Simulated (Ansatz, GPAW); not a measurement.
# Cutoff, mesh and smearing for a 6-layer slab of Pb(111), part 3 of 3

How do cutoff, mesh, smearing and the dipole layer change the work function of a 6-layer slab of Pb(111)?

GPAW 26.7.0 and Ansatz 0.2.0; Ansatz plane waves; slab in vacuum with a dipole correction, relaxation (the session's first sound run).

So far, upper work function (eV): step 2 (relaxing the atoms, PBE) 3.77; step 3 (the slab's potential, PBE, GPAW) 3.80; step 6 (cutoff 700: ecut = 700, PBE, GPAW) 3.80; step 9 (K mesh 15×15: kpts = [15, 15], PBE, GPAW) 3.79; step 10 (scheme Fermi-Dirac, smearing 0.3, PBE, GPAW) 3.82.

## 11. The ladder

Times are for 1 thread of Arm Neoverse V2, shared host. The runs compared:

| no. | run | upper work function (eV) | lower work function (eV) | time | memory (GiB) |
| --- | --- | --- | --- | --- | --- |
| 1 | pw | 3.798 | 3.776 | 2.6 min | 0.28 |
| 2 | cutoff 700 | 3.798 | 3.776 | 6.2 min | 0.51 |
| 3 | k mesh 15×15 | 3.787 | 3.771 | 4.7 min | 0.37 |
| 4 | scheme Fermi-Dirac, smearing 0.3 | 3.816 | 3.803 | 2.6 min | 0.28 |

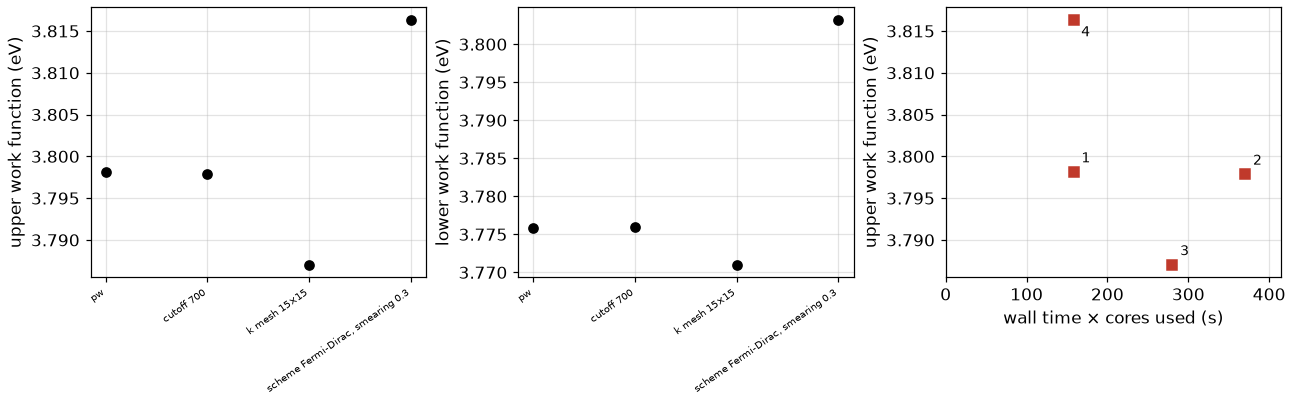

The series as plots; the last panel sets the first result against cost, with the runs numbered as in the table.

## 12. Without the dipole layer

The dipole layer is taken out and the cell repeats along the normal.

run.py

```python
import json
import numpy as np
from ase import Atoms
from gpaw import GPAW, PW

slab = Atoms(
    ['Pb', 'Pb', 'Pb', 'Pb', 'Pb', 'Pb'],
    positions=[
        [1.75009, 1.01041, 7.00000],
        [3.50018, 2.02083, 9.85788],
        [0.00000, 0.00000, 12.71577],
        [1.75009, 1.01041, 15.67104],
        [3.50018, 2.02083, 18.66184],
        [-0.00000, 0.00000, 21.44976]],
    cell=[[3.50018, 0.0, 0.0], [1.75009, 3.03124, 0.0], [0.0, 0.0, 28.28942]],
    pbc=[True, True, True])

slab.calc = GPAW(mode=PW(400), xc='PBE', kpts={'size': (10, 10, 1), 'gamma': True},
                 occupations={'name': 'fermi-dirac', 'width': 0.1}, nbands='140%',
                 convergence={'density': 1e-05}, maxiter=200,
                 symmetry={'tolerance': 1e-3}, txt='slab.txt')
result = {}
energy = slab.get_potential_energy()
fermi = slab.calc.get_fermi_level()
v = slab.calc.get_electrostatic_potential().mean((0, 1)) - fermi
n = slab.calc.get_pseudo_density().mean((0, 1))
L = slab.cell[2, 2]
z = np.arange(len(v)) * L / len(v)
low, high = slab.positions[:, 2].min(), slab.positions[:, 2].max()
below, above = np.interp([low - 4.8, high + 4.8], z, v)
slopes = [np.interp(x, z, np.gradient(v, z)) for x in (low - 4.8, high + 4.8)]
eps = np.array([[slab.calc.get_eigenvalues(k, s) for k in range(len(slab.calc.get_ibz_k_points()))]
                for s in range(slab.calc.get_number_of_spins())]) - fermi
top, bottom = eps[eps < 0].max(), eps[eps > 0].min()
dipole = slab.get_dipole_moment()[2]
print(f'energy {energy:.4f} eV, Fermi level {fermi:.4f} eV, dipole {dipole:.5f} e A')
print(f'potential 4.8 A off the faces, from the Fermi level: lower {below:.4f} eV, upper {above:.4f} eV')
print(f'slope of the potential there: lower {slopes[0]:.5f}, upper {slopes[1]:.5f} eV/A')
print(f'nearest levels on the mesh: {top:.4f} and {bottom:.4f} eV')
print('magnetic moment', round(slab.get_magnetic_moment(), 3))
result.update(energy=energy, fermi=fermi, dipole=dipole, below=below, above=above, slopes=slopes, edges=[top, bottom],
              z=z.tolist(), v=v.tolist(), n=n.tolist(), positions=slab.positions.tolist(),
              forces=slab.get_forces(apply_constraint=False).tolist(), moments=slab.get_magnetic_moments().tolist())
json.dump(result, open('result.json', 'w'))
```

Run with:

```bash
$ OMP_NUM_THREADS=1 OPENBLAS_NUM_THREADS=1 python run.py
```

What it wrote:

```text
energy -22.0047 eV, Fermi level 3.1353 eV, dipole -0.00304 e A
potential 4.8 A off the faces, from the Fermi level: lower 3.7824 eV, upper 3.7915 eV
slope of the potential there: lower -0.00360, upper -0.00066 eV/A
nearest levels on the mesh: -0.0915 and 0.0034 eV
magnetic moment 0.0
```

Elapsed: 2.5 min, on 1 thread of Arm Neoverse V2, shared host; peak memory 0.28 GiB.

The run finished with changed settings (dipole = false and pbc_z = true); it serves as a test.

The two runs compared:

| quantity | this run | sound run | difference |
| --- | --- | --- | --- |
| dipole along the normal (e·Å) | -0.0030352 | -7.960e-4 | -0.00224 |
| upper work function (eV) | 3.7915 | 3.7982 | -0.00670 |
| lower work function (eV) | 3.7824 | 3.7759 | 0.00654 |

## 13. Side by side

Results and costs are gathered.

This step: comparison of work functions, dipole and cost (GPAW 26.7.0).

Ladder, by row:

| step | code | work function, upper (eV) | work function, lower (eV) | dipole (e Å) | wall time (s) | peak memory (GiB) | threads |
| --- | --- | --- | --- | --- | --- | --- | --- |
| pw | GPAW | 3.798 | 3.776 | -7.96e-4 | 158.4 | 0.28 | 1 |
| ecut200 | GPAW | 3.796 | 3.785 | -0.003322 | 64.78 | 0.17 | 1 |
| ecut300 | GPAW | 3.8 | 3.779 | -8.37e-4 | 107.1 | 0.22 | 1 |
| ecut700 | GPAW | 3.798 | 3.776 | -7.93e-4 | 370.5 | 0.51 | 1 |
| k3 | GPAW | 3.787 | 3.755 | -0.001353 | 45.17 | 0.22 | 1 |
| k6 | GPAW | 3.818 | 3.808 | -8.58e-5 | 80.86 | 0.24 | 1 |
| k15 | GPAW | 3.787 | 3.771 | -4.29e-4 | 280.4 | 0.37 | 1 |
| smear | GPAW | 3.816 | 3.803 | -2.58e-4 | 158.1 | 0.28 | 1 |
| nodip | GPAW | 3.791 | 3.782 | -0.003035 | 147.3 | 0.28 | 1 |

## 14. A changed run

One more run, with changed settings.

This step: GPAW, PAW setups; slab in vacuum (GPAW 26.7.0).

Edit run.py of step 12 so:

```diff
@@ -15,7 +15,8 @@
     cell=[[3.50018, 0.0, 0.0], [1.75009, 3.03124, 0.0], [0.0, 0.0, 28.28942]],
-    pbc=[True, True, True])
+    pbc=[True, True, False])
 
 slab.calc = GPAW(mode=PW(400), xc='PBE', kpts={'size': (10, 10, 1), 'gamma': True},
-                 occupations={'name': 'fermi-dirac', 'width': 0.1}, nbands='140%',
-                 convergence={'density': 1e-05}, maxiter=200,
+                 occupations={'name': 'fermi-dirac', 'width': 0.1}, nbands='100%',
+                 convergence={'density': 1e-05}, maxiter=100,
+                 poissonsolver={'dipolelayer': 'xy'},
                  symmetry={'tolerance': 1e-3}, txt='slab.txt')
```

What it wrote:

```text
ValueError: zero-size array to reduction operation minimum which has no identity
```

Run time: 6.7 min. Hardware: 1 thread; peak memory 0.26 GiB.

The run ended with an error.

The program's message: “ValueError: zero-size array to reduction operation minimum which has no identity”

The change that led to it: nbands = "100 % of the filled bands".

## 15. What came out

| Item | Value |
| --- | --- |
| work function, upper and lower face | 3.798 and 3.776 eV |
| dipole along the normal | -8.0e-4 e Å, near the numerical noise |

In words: With plane waves and PBE the work function is 3.80 eV on the upper face and 3.78 eV on the lower. The measured value for polycrystalline Pb, which weights the faces of low work function, is 4.25 eV (as compiled in "Anisotropic work function of elemental crystals", 2019, arxiv:1902.07811); the relaxed upper face lies 0.45 eV under it with PBE. Measured work functions scatter by a tenth of an eV or more between methods. The other smearing (Fermi-Dirac of 0.3 eV in place of Fermi-Dirac of 0.1) moves the two faces by 0.018 and 0.027 eV on the same mesh; a mesh is converged only for its smearing. Over the sound runs of the table the upper face's work function spans 3.787 (k15) to 3.816 eV (smear). The small printed dipole stands for a step of 14 meV from the lower to the upper face, and the probes find 22 meV; values this small are near the numerical noise of both. The in-plane lattice was kept as typed, which isn't the functional's own and leaves some strain; spin-orbit coupling and temperature are left out.

[Logs are printed without paths, hosts, clocks, repeated set-up lines and the standing remarks that a program may print on its own settings, such as how far it seeks lower states.]

[Hosts, paths, dates, database ids (printed as entryN), source tags and the programs' standing remarks are cut or masked in the printed files.]
